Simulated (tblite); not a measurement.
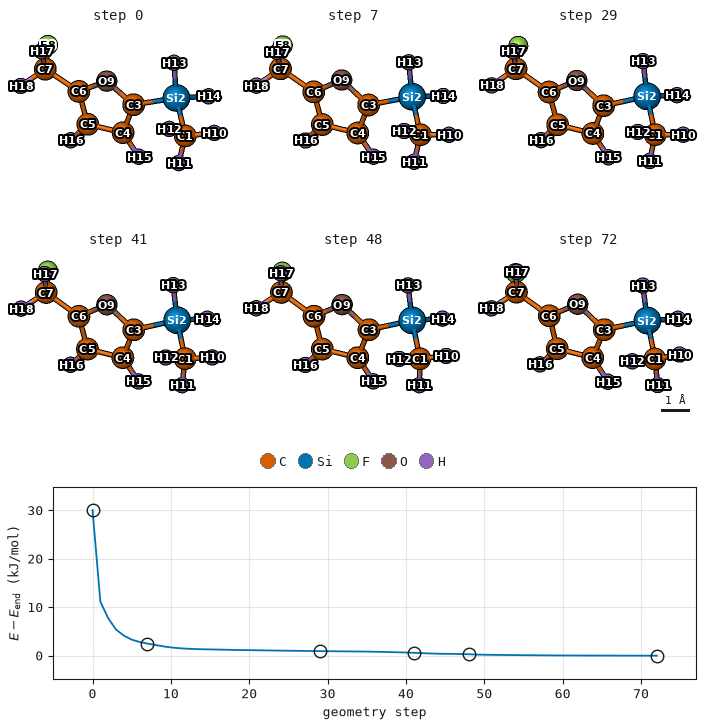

Frames of a relaxation of C6H9FOSi, marked on the history of the run. Style: ball-and-stick. Shown at a tilt.

All numbers below come from GFN2-xTB geometry optimisation, gas phase (tblite 0.8.0). 

**Describe the path.**

After 72 geometry steps the energy has fallen by 30.1 kJ/mol. H12 moves most after the best rigid fit: 0.45 Å. By element the largest moves are H 0.45 Å, F 0.19 Å, C 0.07 Å, Si 0.06 Å, O 0.05 Å. Among the contacts that change: Si2–C3 1.831 → 1.879 Å, C1–H12 1.127 → 1.087 Å, C3–O9 1.314 → 1.353 Å, Si2–H13 1.496 → 1.465 Å. Among the angles between lasting bonds that change: Si2–C3–O9 123.2° → 117.2°, H10–C1–H11 113.3° → 107.6°, Si2–C1–H10 105.5° → 111.0°. Groups turn about C1–Si2 by about 20°. The run took 0.93 s on 1 thread of Arm Neoverse N1 (shared host). From step 0 to 7: H12 moves most (0.08 Å), energy −27.6 kJ/mol. From step 7 to 29: H14 moves most (0.08 Å), energy −1.56 kJ/mol. From step 29 to 41: H12 moves most (0.12 Å), energy −0.35 kJ/mol. From step 41 to 48: H12 moves most (0.10 Å), energy −0.30 kJ/mol. From step 48 to 72: H12 moves most (0.13 Å), energy −0.30 kJ/mol.

| step | E − E(0), kJ/mol |
| --- | --- |
| 0 | 0.00 |
| 1 | -18.92 |
| 2 | -22.33 |
| 3 | -24.68 |
| 4 | -25.93 |
| 5 | -26.76 |
| 6 | -27.23 |
| 7 | -27.57 |
| 8 | -27.85 |
| 9 | -28.14 |
| 10 | -28.36 |
| 13 | -28.69 |
| 17 | -28.84 |
| 20 | -28.93 |
| 23 | -29.00 |
| 26 | -29.06 |
| 30 | -29.14 |
| 33 | -29.19 |
| 36 | -29.26 |
| 39 | -29.37 |
| 43 | -29.60 |
| 46 | -29.69 |
| 49 | -29.84 |
| 52 | -29.91 |
| 56 | -29.98 |
| 59 | -30.01 |
| 62 | -30.03 |
| 65 | -30.04 |
| 69 | -30.06 |
| 72 | -30.06 |
